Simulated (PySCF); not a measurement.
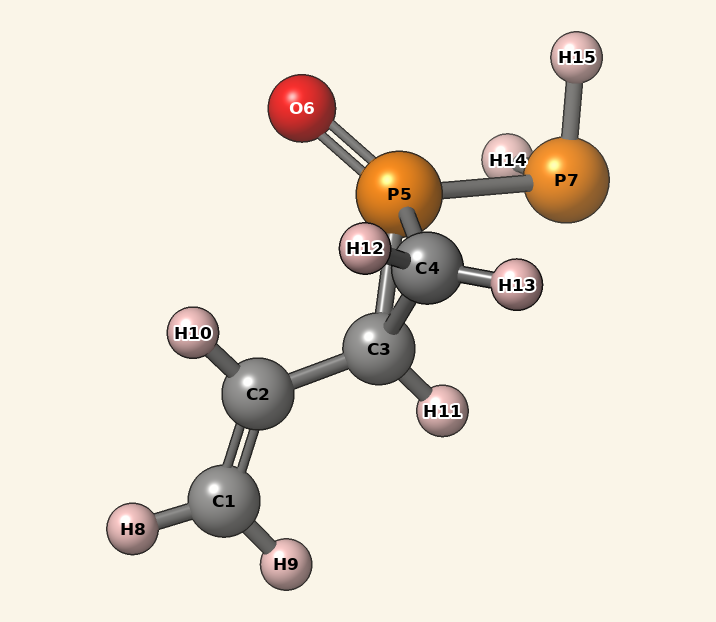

Depth is shown by fading: the farther an atom, the more it takes the colour of the background. The geometry was computed by an optimisation with PBE0-D3(BJ)/def2-SVP. No frequency run is at hand to confirm it as a minimum.

Question: Which atoms or bonds are stereogenic?

Answer: Centres: C3, P5.

Question: Give the R/S and E/Z labels.

Answer: C3: R (priorities P5 > C4 > C2 > H11); P5: R (priorities P7 > O6 > C3 > C4).
